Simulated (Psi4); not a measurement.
# C2H3Cl2F (SMILES CC(F)(Cl)Cl): SVWN5/6-31G(d) (spherical functions)

Aim: the vertical ionisation energy of C2H3Cl2F at SVWN5/6-31G* (spherical functions), from 2 runs. 

The calculation is run with Psi4 1.11.

15 further runs of the same task are left out: 15 that didn't finish.

## (1) The molecule

C2H3Cl2F: 8 atoms, total charge 0, spin state singlet. As SMILES, `CC(F)(Cl)Cl`. The coordinates come from a PBE0-D4/def2-TZVP relaxation.

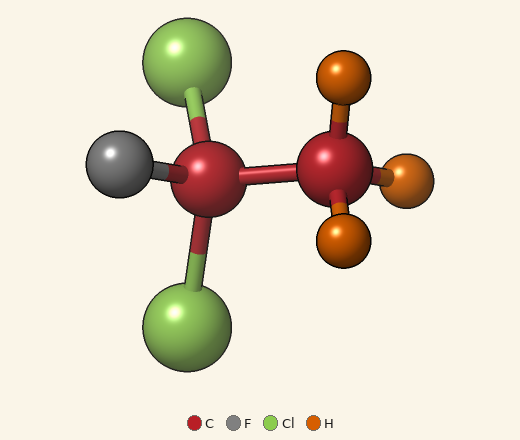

Viewed from a chosen angle; carbon red, fluorine grey, chlorine green, hydrogen orange.

## (2) The energy at SVWN5/6-31G(d) (spherical functions)

File c2h3cl2f.xyz:

```xyz
8
C2H3Cl2F
C     -0.133500    -0.505900     0.646300
C      0.199400     0.391300    -0.511300
F      1.523600     0.643200    -0.537400
Cl    -0.232400    -0.372700    -2.055900
Cl    -0.641100     1.950200    -0.373000
H      0.163400    -0.011800     1.572000
H      0.414900    -1.442000     0.535900
H     -1.202100    -0.709300     0.667600
```

File run.py:

```python
import psi4

psi4.set_memory('1600 MB')
psi4.set_num_threads(1)
psi4.core.set_output_file('output.dat', False)

with open('c2h3cl2f.xyz') as f:
    atoms = ''.join(f.readlines()[2:])
mol = psi4.geometry('0 1\n' + atoms + 'symmetry c1\nno_reorient\nno_com')

psi4.set_options({
    'basis': '6-31G*',
    'reference': 'rks',
    'puream': True,
    'e_convergence': 1e-09,
    'd_convergence': 1e-08,
    'scf_type': 'pk',
    'dft_radial_points': 99,
    'dft_spherical_points': 590,
})

e_tot, wfn = psi4.energy("scf", dft_functional={"name": "SVWN5", "x_functionals": {"LDA_X": {}}, "c_functionals": {"LDA_C_VWN": {}}}, return_wfn=True)
psi4.oeprop(wfn, "QUADRUPOLE", "LOWDIN_CHARGES", "WIBERG_LOWDIN_INDICES")
print(f'total energy {e_tot:.8f} hartree = {e_tot * 27.211386:.5f} eV')
```

Run with:

```
$ python run.py
```

output.dat:

```text
[...]
  Running in c1 symmetry.
[...]
  Nuclear repulsion =  300.005224811808034
[...]
  Multiplicity = 1
[...]
  Nalpha       = 29
  Nbeta        = 29
[...]
    Number of basis functions: 84
[...]
   @RKS iter   1: -1093.66293149690705    1.23700e-01   7.93650e-03 ADIIS/DIIS
[...]
   @RKS iter  12: -1093.88715565610619   -2.27374e-12   3.40921e-09 DIIS
[...]
    Orbital Energies [Eh]
    ---------------------
    Doubly Occupied:
       1A   -100.302476     2A   -100.302448     3A    -24.124757
       4A     -9.978068     5A     -9.799002     6A     -9.147817
       7A     -9.147733     8A     -7.009304     9A     -7.009281
      10A     -6.997221    11A     -6.997206    12A     -6.997020
      13A     -6.997011    14A     -1.142751    15A     -0.834909
      16A     -0.765628    17A     -0.693859    18A     -0.570836
      19A     -0.487859    20A     -0.476351    21A     -0.458802
      22A     -0.386721    23A     -0.385575    24A     -0.345591
      25A     -0.344498    26A     -0.305294    27A     -0.290109
      28A     -0.283389    29A     -0.271326
[...]
  @RKS Final Energy: -1093.88715565610619
   => Energetics <=
    Nuclear Repulsion Energy =            300.0052248118080342
    One-Electron Energy =               -2111.4012093757492039
    Two-Electron Energy =                 792.0990867065356724
    DFT Exchange-Correlation Energy =     -74.5902577987006907
    Empirical Dispersion Energy =           0.0000000000000000
    VV10 Nonlocal Energy =                  0.0000000000000000
    Total Energy =                      -1093.8871556561061880
[...]
 Multipole Moments:
 ------------------------------------------------------------------------------------
     Multipole            Electronic (a.u.)      Nuclear  (a.u.)        Total (a.u.)
 ------------------------------------------------------------------------------------
 L = 1.  Multiply by 2.5417464519 to convert [e a0] to [Debye]
 Dipole X            :          2.4692568           -2.5804210           -0.1111642
 Dipole Y            :        -56.7070083           56.2299347           -0.4770736
 Dipole Z            :         81.0251319          -80.3934847            0.6316472
 Magnitude           :                                                    0.7993340
 L = 2.  Multiply by 1.3450342976 to convert [e a0^2] to [Debye ang]
 Quadrupole XX       :       -141.9916703          109.9420757          -32.0495946
 Quadrupole XY       :         35.0092408          -35.1269687           -0.1177279
[...]
```

The script printed:

```text
total energy -1093.88715566 hartree = -29766.18563 eV
```

Run time: 7.5 s. Hardware: 1 thread of Intel Xeon 6975P-C (Granite Rapids), shared host; peak memory 0.55 GiB.

## (3) The doublet cation at the same level

File calc.in:

```
memory 1600 mb

molecule molecule1 {
  1 2
  C     -0.25227844    -0.95601245     1.22132999
  C      0.37681139     0.73944983    -0.96621697
  F      2.87918672     1.21547184    -1.01553882
  Cl    -0.43917235    -0.70430093    -3.88508794
  Cl    -1.21150342     3.68534389    -0.70486784
  H      0.30878125    -0.02229877     2.97064947
  H      0.78404737    -2.72498507     1.01270423
  H     -2.27163977    -1.34038274     1.26158116
  units au
  symmetry c1
}

set {
  basis 6-31G*
  reference uks
  puream true
  e_convergence 1e-09
  d_convergence 1e-08
  scf_type pk
  dft_radial_points 99
  dft_spherical_points 590
  maxiter 100
}

E = energy("scf", dft_functional={"name": "SVWN5", "x_functionals": {"LDA_X": {}}, "c_functionals": {"LDA_C_VWN": {}}})
```

Run with:

```
$ psi4 calc.in calc.out -n 1
```

calc.out:

```text
[...]
  Running in c1 symmetry.
[...]
  Nuclear repulsion =  300.005224920143007
[...]
  Multiplicity = 2
[...]
  Nalpha       = 29
  Nbeta        = 28
[...]
    Number of basis functions: 84
[...]
   @UKS iter   1: -1093.27448216482253    5.12150e-01   7.78985e-03 ADIIS/DIIS
[...]
   @UKS iter  19: -1093.48761641662531   -3.18323e-12   9.59478e-09 DIIS
[...]
   @S^2 Observed:                7.508908542E-01
[...]
    Orbital Energies [Eh]
    ---------------------
    Alpha Occupied:
       1A   -100.593347     2A   -100.593320     3A    -24.348826
       4A    -10.211162     5A     -9.999507     6A     -9.436057
       7A     -9.435973     8A     -7.295625     9A     -7.295586
      10A     -7.293009    11A     -7.292984    12A     -7.281919
      13A     -7.281906    14A     -1.364457    15A     -1.097911
      16A     -1.039180    17A     -0.912905    18A     -0.797969
      19A     -0.724032    20A     -0.717948    21A     -0.672955
      22A     -0.603719    23A     -0.599175    24A     -0.586613
      25A     -0.577594    26A     -0.551345    27A     -0.543542
      28A     -0.538425    29A     -0.535475
    Alpha Virtual:
[...]
  @UKS Final Energy: -1093.48761641662531
   => Energetics <=
    Nuclear Repulsion Energy =            300.0052249201430072
    One-Electron Energy =               -2096.8193317917930472
    Two-Electron Energy =                 777.5411139438640475
    DFT Exchange-Correlation Energy =     -74.2146234888393082
    Empirical Dispersion Energy =           0.0000000000000000
    VV10 Nonlocal Energy =                  0.0000000000000000
    Total Energy =                      -1093.4876164166253147
[...]
 Multipole Moments:
 ------------------------------------------------------------------------------------
     Multipole            Electronic (a.u.)      Nuclear  (a.u.)        Total (a.u.)
 ------------------------------------------------------------------------------------
 L = 1.  Multiply by 2.5417464519 to convert [e a0] to [Debye]
 Dipole X            :          0.6492120           -1.2219839           -0.5727719
 Dipole Y            :          3.6522844           -4.0997213           -0.4474369
 Dipole Z            :         -4.8837696            5.3622794            0.4785098
 Magnitude           :                                                    0.8701948
[...]
```

It took 17 s on 1 thread of Intel Xeon 6975P-C (Granite Rapids), shared host; peak memory 0.55 GiB.

## (4) Summary of results

Level: SVWN5/6-31G* (spherical functions).

| quantity | value |
| --- | --- |
| singlet C2H3Cl2F: total energy | -1093.88716 Eh |
| singlet C2H3Cl2F: dipole moment | 2.03 D |
| singlet C2H3Cl2F: HOMO energy | -7.38 eV |
| singlet C2H3Cl2F: LUMO energy | -1.30 eV |
| singlet C2H3Cl2F: HOMO–LUMO gap | 6.08 eV |
| doublet cation: total energy | -1093.48762 Eh |
| doublet cation: HOMO energy (highest over α and β) | -14.36 eV |
| doublet cation: LUMO energy (lowest over α and β) | -14.31 eV |
| doublet cation: ⟨S²⟩ | 0.751 |
| vertical ionisation energy (to the doublet cation) | 10.872 eV |

**Reading.** Removing an electron at fixed nuclei costs 10.87 eV (251 kcal/mol). The negative HOMO energy of the first species, 7.38 eV, lies 3.49 eV below that difference.
